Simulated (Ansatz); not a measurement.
**HF/aug-cc-pVDZ run of BNH3Cl (SMILES NBCl)**

What is the electronic atomisation energy of BNH3Cl at HF/aug-cc-pVDZ? 

The results are computed with Ansatz 0.2.0.

11 further runs of the same task are left out: 11 set aside as unsound or not needed.

### 1 The molecule

BNH3Cl has 6 atoms, charge 0, and is taken as a singlet. SMILES: `NBCl`. Geometry: relaxed at PBE0-D4/def2-TZVP.

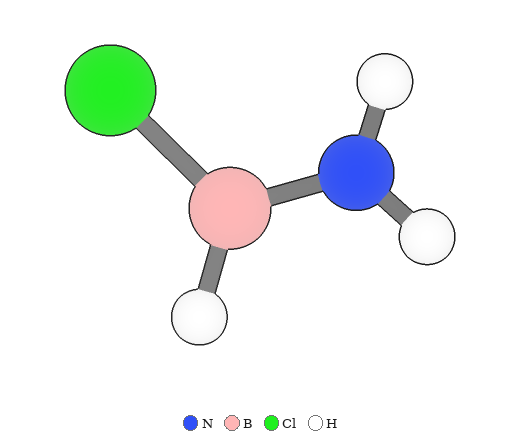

Viewed from a chosen angle; nitrogen blue, boron pink, chlorine green, hydrogen white.

### 2 The energy at HF/aug-cc-pVDZ

input.yaml reads:

```yaml
crystal:
  periodic: [false, false, false]
  atoms:
    - symbol: N
      position_ang: [-0.395600, -0.007800, -0.658000]
    - symbol: B
      position_ang: [0.369600, -0.158900, 0.483700]
    - symbol: Cl
      position_ang: [0.529900, 1.189300, 1.616000]
    - symbol: H
      position_ang: [-0.511800, -0.749300, -1.326600]
    - symbol: H
      position_ang: [-0.878600, 0.844500, -0.888200]
    - symbol: H
      position_ang: [0.928800, -1.181900, 0.727100]
basis:
  gaussian:
    orbitals: aug-cc-pVDZ
accuracy: high
output:
  orbitals: {seedname: orbitals}
total_charge: 0
hamiltonian:
  xc: hf
```

Command:

```bash
$ ansatz run input.yaml --threads 1 --pin off --max-ram 2610MiB --events-out events.jsonl --progress --plain --runs-dir runs
```

Log:

```text
Warning: RAYON_NUM_THREADS=1 ignored (pool sized by the plan → 1); use --threads N
Functional definition: HF
  name "HF"
  exchange = exact_x
  correlation = 0
1994 factors; integrals over basis functions are off by at most 3.2e-9 eV
mean field evaluation 1: about -14704.9161 eV, gradient 3.4e1 eV
mean field evaluation 2: about -14704.9172 eV, gradient 3.4e1 eV
mean field evaluation 4: about -14707.4378 eV, gradient 2.6e0 eV
mean field evaluation 8: about -14707.4667 eV, gradient 1.0e-4 eV
mean field -14707.46666646 eV, -540.4894309133 hartree, gradient 2.0e-8 eV, S^2 0.000000; 0 other end points of the search recorded, 0 dependent functions left out
reference -14707.46666646 eV, -540.4894309133 hartree; 16, 16 occupied and 84, 84 virtual orbitals, 1994 factors
Total energy: -14707.46666646 eV, -540.4894309133 hartree
```

Wall time 6 s (1 thread of Arm Neoverse N1, shared host); peak memory 0.28 GiB.

### 3 The B atom at the same level

molecule.yaml reads:

```yaml
crystal:
  periodic: [false, false, false]
  atoms:
    - symbol: B
      position_ang: [0.000000, 0.000000, 0.000000]
basis:
  gaussian:
    orbitals: aug-cc-pVDZ
magnetization:
  spin_polarized: true
  initial_magnetization: 1
hamiltonian:
  xc: hf
accuracy: high
```

Command:

```bash
$ ansatz run molecule.yaml --threads 1 --pin off --max-ram 2610MiB --events-out events.jsonl --progress --plain --runs-dir runs
```

Log:

```text
Warning: RAYON_NUM_THREADS=1 ignored (pool sized by the plan → 1); use --threads N
[... 4 set-up lines as earlier in the session ...]
189 factors; integrals over basis functions are off by at most 2.3e-9 eV
mean field evaluation 1: about -667.0356 eV, gradient 4.3e0 eV
mean field evaluation 2: about -667.0357 eV, gradient 4.3e0 eV
mean field evaluation 4: about -667.5087 eV, gradient 3.8e-1 eV
mean field evaluation 8: about -667.5109 eV, gradient 1.5e-3 eV
mean field evaluation 16: about -667.1999 eV, gradient 1.9e0 eV
mean field evaluation 32: about -661.3162 eV, gradient 3.8e0 eV
mean field evaluation 64: about -667.5066 eV, gradient 3.8e-1 eV
mean field -667.51091781 eV, -24.5305737743 hartree, gradient 8.1e-8 eV, S^2 0.760586; 1 other end points of the search recorded, 0 dependent functions left out
reference -667.51091781 eV, -24.5305737743 hartree; 3, 2 occupied and 20, 21 virtual orbitals, 189 factors
Total energy: -667.51091781 eV, -24.5305737743 hartree
```

It took 0.14 s on 1 thread of Arm Neoverse N1, shared host.

### 4 The Cl atom

molecule.yaml reads:

```yaml
crystal:
  periodic: [false, false, false]
  atoms:
    - {symbol: Cl, position_ang: [0.000000, 0.000000, 0.000000]}
basis:
  gaussian: {orbitals: aug-cc-pVDZ}
magnetization: {spin_polarized: true, initial_magnetization: 1}
accuracy: high
hamiltonian: {xc: hf}
```

Command:

```bash
$ ansatz run molecule.yaml --threads 1 --pin off --max-ram 2610MiB --events-out events.jsonl --progress --plain --runs-dir runs
```

Log:

```text
Warning: RAYON_NUM_THREADS=1 ignored (pool sized by the plan → 1); use --threads N
[... 4 set-up lines as earlier in the session ...]
231 factors; integrals over basis functions are off by at most 3.0e-9 eV
mean field evaluation 1: about -12502.7333 eV, gradient 4.5e0 eV
mean field evaluation 2: about -12502.7361 eV, gradient 4.5e0 eV
mean field evaluation 4: about -12502.8897 eV, gradient 3.6e-1 eV
mean field evaluation 8: about -12502.8913 eV, gradient 3.0e-3 eV
mean field evaluation 16: about -12502.7036 eV, gradient 4.0e0 eV
mean field evaluation 32: about -12502.8913 eV, gradient 4.8e-3 eV
mean field -12502.89132139 eV, -459.4727812969 hartree, gradient 6.6e-8 eV, S^2 0.757175; 0 other end points of the search recorded, 0 dependent functions left out
reference -12502.89132139 eV, -459.4727812969 hartree; 9, 8 occupied and 18, 19 virtual orbitals, 231 factors
Total energy: -12502.89132139 eV, -459.4727812969 hartree
```

Wall time 0.22 s (1 thread of Arm Neoverse N1, shared host).

### 5 The H atom

run.yaml reads:

```yaml
crystal:
  periodic: [false, false, false]
  atoms:
    - {symbol: H, position_ang: [0.000000, 0.000000, 0.000000]}
basis:
  gaussian:
    orbitals: aug-cc-pVDZ
magnetization:
  spin_polarized: true
  initial_magnetization: 1
hamiltonian:
  xc: hf
accuracy: high
```

Command:

```bash
$ ansatz run run.yaml --threads 1 --pin off --max-ram 2610MiB --events-out events.jsonl --progress --plain --runs-dir runs
```

Log:

```text
Warning: RAYON_NUM_THREADS=1 ignored (pool sized by the plan → 1); use --threads N
[... 4 set-up lines as earlier in the session ...]
42 factors; integrals over basis functions are off by at most 4.4e-8 eV
mean field evaluation 1: about -13.5311 eV, gradient 1.8e0 eV
mean field evaluation 2: about -13.5311 eV, gradient 1.8e0 eV
mean field evaluation 4: about -13.5876 eV, gradient 9.7e-3 eV
mean field evaluation 8: about -13.5876 eV, gradient 2.3e-12 eV
mean field -13.58757892 eV, -0.4993343154 hartree, gradient 5.4e-8 eV, S^2 0.750000; 0 other end points of the search recorded, 0 dependent functions left out
reference -13.58757892 eV, -0.4993343154 hartree; 1, 0 occupied and 8, 9 virtual orbitals, 42 factors
Total energy: -13.58757892 eV, -0.4993343154 hartree
```

Run time: 0.06 s. Hardware: 1 thread of Arm Neoverse N1, shared host.

### 6 The N atom

in.yaml reads:

```yaml
crystal:
  periodic: [false, false, false]
  atoms:
    - {symbol: N, position_ang: [0.000000, 0.000000, 0.000000]}
basis:
  gaussian:
    orbitals: aug-cc-pVDZ
accuracy: high
hamiltonian:
  xc: hf
magnetization:
  spin_polarized: true
  initial_magnetization: 3
```

Run the same way, it converges to -54.39318 Eh (log not shown).

### 7 What came out

Level: HF/aug-cc-pVDZ.

| quantity | value |
| --- | --- |
| molecule: total energy | -540.48943 Eh |
| molecule: HOMO energy | -11.72 eV |
| molecule: LUMO energy | 0.90 eV |
| molecule: HOMO–LUMO gap | 12.61 eV |
| B atom: total energy | -24.53057 Eh |
| B atom: ⟨S²⟩ | 0.761 |
| Cl atom: total energy | -459.47278 Eh |
| Cl atom: ⟨S²⟩ | 0.757 |
| H atom: total energy | -0.49933 Eh |
| H atom: ⟨S²⟩ | 0.750 |
| N atom: total energy | -54.39318 Eh |
| N atom: ⟨S²⟩ | 3.757 |
| electronic atomisation energy | 16.188 eV |

In words: Taking the molecule apart into free atoms costs 16.19 eV (1562 kJ/mol), before zero-point energy and without spin-orbit coupling. Hartree–Fock lacks the correlation of the bonding pairs, which as a rule makes this value much too low; in minimal bases other errors can mask that.
